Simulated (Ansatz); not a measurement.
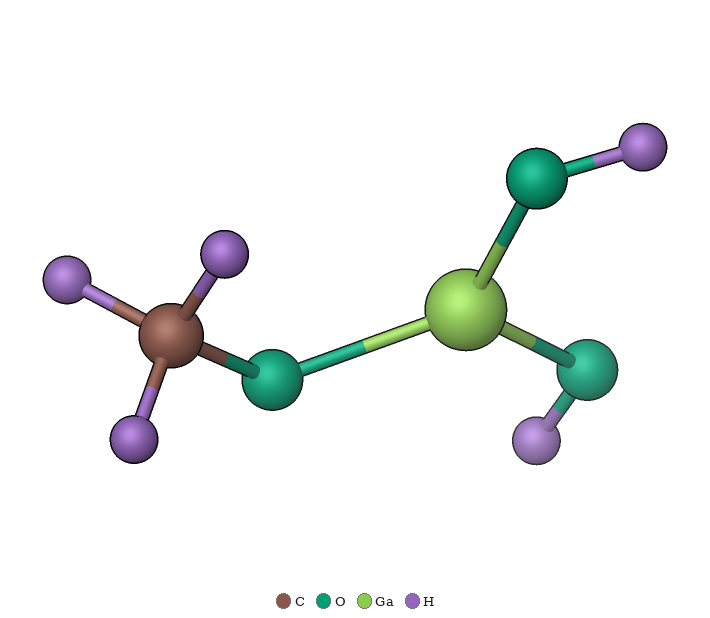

The computed structure is the end point of a PBE0-D4/def2-TZVP optimisation. No frequency run is at hand to confirm it as a minimum. Program: Ansatz 0.2.0.

Compare dipole (D), HOMO–LUMO gap (eV), HOMO energy (eV) at these levels: B3LYP-D4/def2-TZVPP; PBE-D4/def2-TZVPP; r2SCAN-D4/def2-TZVPP; ωB97M-V/def2-TZVPP.

```tsv
level	dipole (D)	HOMO–LUMO gap (eV)	HOMO energy (eV)
B3LYP-D4/def2-TZVPP	0.20	6.56	−7.75
PBE-D4/def2-TZVPP	0.20	4.63	−6.40
r2SCAN-D4/def2-TZVPP	0.21	5.32	−6.73
ωB97M-V/def2-TZVPP	0.20	11.37	−10.41
```
